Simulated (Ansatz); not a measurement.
## Electronic structure of CH6Al (charge −1) in real space

| atom | x (Å) | y (Å) | z (Å) |
| --- | --- | --- | --- |
| Al | -0.0021 | 0.0034 | -0.9605 |
| C | 0.0023 | -0.0038 | 1.0689 |
| H | -1.0155 | 0.0328 | 1.4785 |
| H | 0.5456 | 0.8580 | 1.4780 |
| H | 0.4797 | -0.9066 | 1.4719 |
| H | 1.5451 | -0.0341 | -1.5157 |
| H | -0.7433 | 1.3661 | -1.5058 |
| H | -0.8117 | -1.3159 | -1.5151 |

Geometry: B3LYP-D4/def2-TZVPD.

Computed with RKS PBE0-D4/def2-TZVPD in Ansatz.

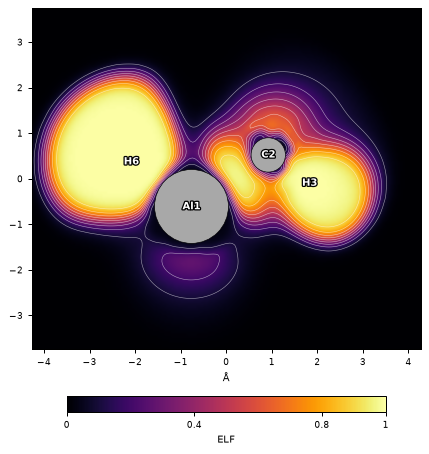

Figure 1. Electron localisation function on the plane of atoms C2, Al1 and H6. Grey discs cover the atomic cores.

> Describe what can be read from this map.

- Atoms in the plane: Al, C and H.
- C–Al (2.03 Å): the ELF peaks at about 0.95 in the valence shell of C, 0.8 Å from its nucleus, and is about 0.90 at the midpoint.
- C–H (1.10 Å): the ELF climbs to about 1 towards the hydrogen, as it does in any bond to H: an ordinary covalent bond to hydrogen.
- Al–H (1.64 Å): the ELF climbs to about 1 towards the hydrogen.

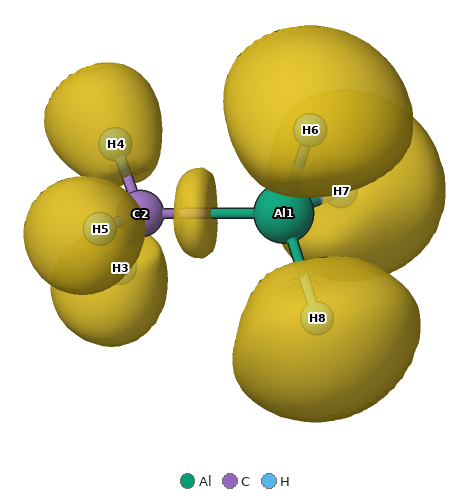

Figure 2. Isosurface of the electron localisation function at 0.85 (yellow), seen at a tilt. Only the valence region is drawn (cores and ρ < 0.01 e/Å³ removed).

> Where are the electrons localised?

The surface consists of one region between bonded Al–C atoms (shared pairs) and six regions around hydrogen nuclei.

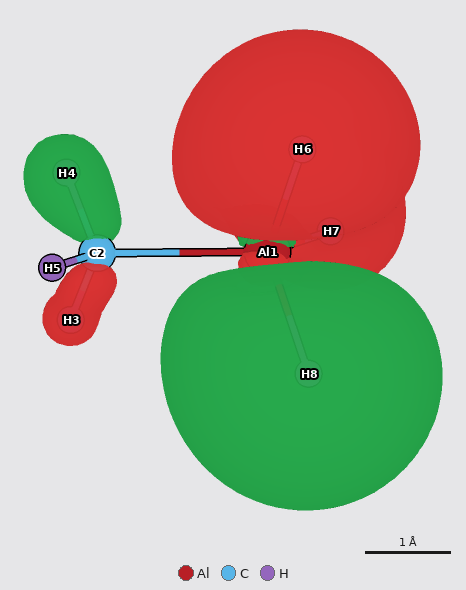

Figure 3. The HOMO at ±0.06 Å⁻³ᐟ² (green and red are the two phases), seen across its widest extent.

> Describe this orbital and give its energy.

By Hirshfeld shares it lies mainly on H8 (about 40 %), Al1 (about 35 %) and H6 (about 20 %). It is one of a degenerate set, so its orientation is arbitrary. Its energy is −2.27 eV.
